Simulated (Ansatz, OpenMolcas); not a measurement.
## CH4ClGe (SMILES [CH3][GeH][Cl]): methods side by side

The species is CH4ClGe (7 atoms), meant as a doublet with charge 0. SMILES: `[CH3][GeH][Cl]`. The shape is that of a PBE0-D4/def2-TZVP optimisation.

```xyz
7

C    -0.7331    0.4384   -0.2619
Ge    0.7054   -0.8855   -0.1831
Cl    1.0170   -1.3617    1.9095
H    -0.4334    1.3145    0.3173
H    -1.6462    0.0214    0.1608
H    -0.9099    0.7294   -1.2982
H     2.0614   -0.3245   -0.6901
```

Quantity: the energy change with the C1–H5 bond stretched from 1.089 to 1.253 Å, in eV. The values are calculated.

```
             level                   kind     program  value (eV)  CPU time (all runs)
      UHF/def2-SVP           Hartree–Fock      Ansatz        0.37                6.9 s
     UPBE/def2-SVP                    GGA  OpenMolcas        0.26                 58 s
   UM06-L/def2-SVP               meta-GGA  OpenMolcas        0.32                 82 s
U-r2SCAN0/def2-SVP        hybrid meta-GGA      Ansatz        0.33                 62 s
  UM06-2X/def2-SVP        hybrid meta-GGA  OpenMolcas        0.31                 86 s
    UPBE0/def2-SVP          global hybrid      Ansatz        0.31                 28 s
 RPA@PBE0/def2-SVP                    RPA      Ansatz        0.30                 44 s
 UBCCD(T)/def2-SVP  coupled cluster or CI      Ansatz        0.30              2.5 min
```

All-electron rows without a relativistic Hamiltonian named are non-relativistic. The first shape isn't each level's own minimum. The values span 0.26 to 0.37 eV. In the correlated wave-function rows the outer d shell of Ge is correlated, in sets not made for it. Times are those of the runs behind each value, whatever else they computed, on shared processors of several kinds: orders of magnitude only.

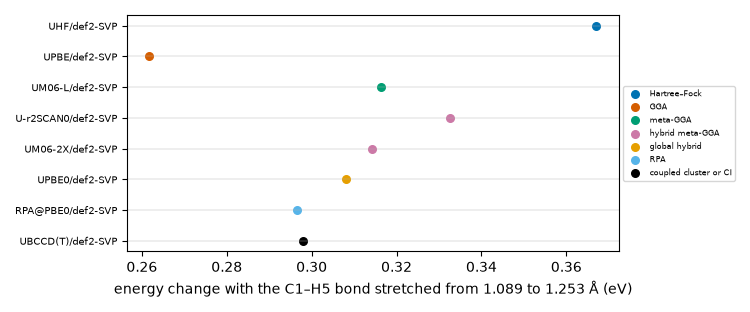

The values of the table, level by level.
